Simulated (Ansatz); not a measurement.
# Zr: response to strain

Consider Zr in the hcp (Mg type) structure (space group P6_3/mmc, No. 194; relaxed with 0.1 eV smearing).

Space group P6₃/mmc (No. 194); a = b = 3.1438 Å, c = 5.0928 Å, α = β = 90.00°, γ = 120.00°

```
atom  site  symmetry       x       y       z
----  ----  --------  ------  ------  ------
Zr      2c      -6m2  0.3333  0.6667  0.2500
```

Strains are applied to the cell and any free atomic positions relax.

Calculations: LDA (Ansatz, a first-principles code, PAW, no spin-orbit coupling).

Notes on the quantities. energy relative to the base: free energy F.

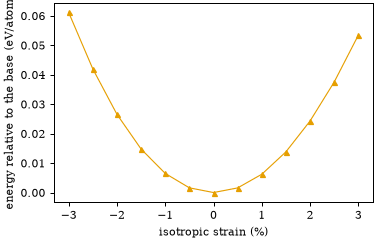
Figure: Energy relative to the base against isotropic strain

| isotropic strain (%) | energy relative to the base |
|---|---|
| -3 | +61 meV/atom |
| -2.5 | +42 meV/atom |
| -2 | +27 meV/atom |
| -1.5 | +15 meV/atom |
| -1 | +6.5 meV/atom |
| -0.5 | +1.6 meV/atom |
| 0.5 | +1.6 meV/atom |
| 1 | +6.2 meV/atom |
| 1.5 | +14 meV/atom |
| 2 | +24 meV/atom |
| 2.5 | +38 meV/atom |
| 3 | +53 meV/atom |

No phonon test of stability was made. All final runs are without spin polarisation.
